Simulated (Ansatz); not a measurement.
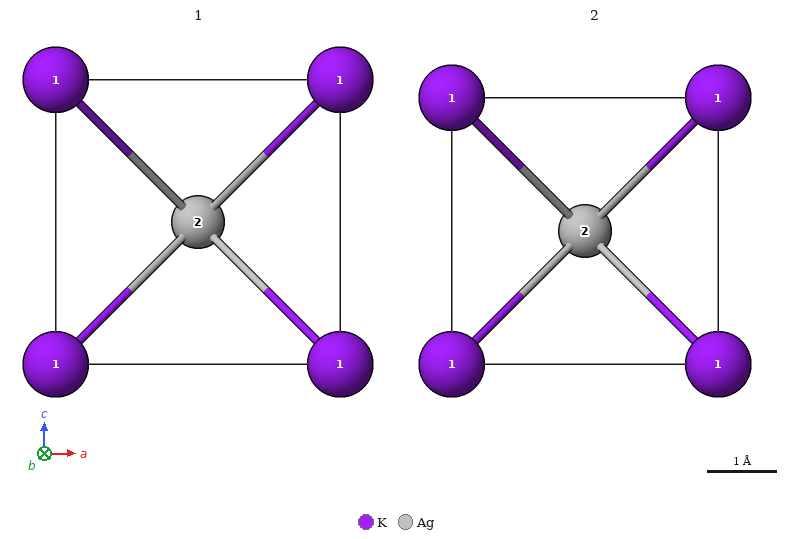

Two geometries of crystalline KAg (built on the caesium chloride_221 type), drawn at one scale. One is the start of a relaxation, the other its converged end. A ball-and-stick model of the cell of the calculation, seen along the b axis.

The calculation used DFT PBE, scalar-relativistic, plane waves, PAW (Ansatz 0.2.0). (plane-wave cutoff 420 eV; k-point mesh 14 × 14 × 14; occupations gaussian; smearing width 0.1 eV; no spin polarisation; cell and atoms relaxed; force threshold 0.01 eV/Å; at most 80 steps)

> Which one is relaxed?

Structure 1 is the relaxed one. Case: caesium chloride type (Pm-3m, No. 221). No atom moves by more than 0.005 Å relative to the cell. The drawn cell changes as follows: a = b = c 3.864 → 4.124 Å (+6.7 %); the volume changes by +21.6 %. Near-neighbour distances that change, for instance: K1–Ag2 3.347 → 3.572 Å. The space group stays Pm-3m (No. 221). The energy falls by 0.112 eV per cell of the calculation in 4 accepted moves (5 points after the start). All forces vanish by symmetry, so only the cell relaxes. Pressure: 3.44 GPa at the start and 0.02 GPa at the end. The SCF was repeated once at an unchanged geometry on a basis and grid sized afresh for the cell, which shifted the energy by 1.1 meV per cell of the calculation at most. The run took 20 s on 1 thread of Intel(R) Xeon(R) 6975P-C (Granite Rapids) (shared host), peak memory 0.47 GiB.
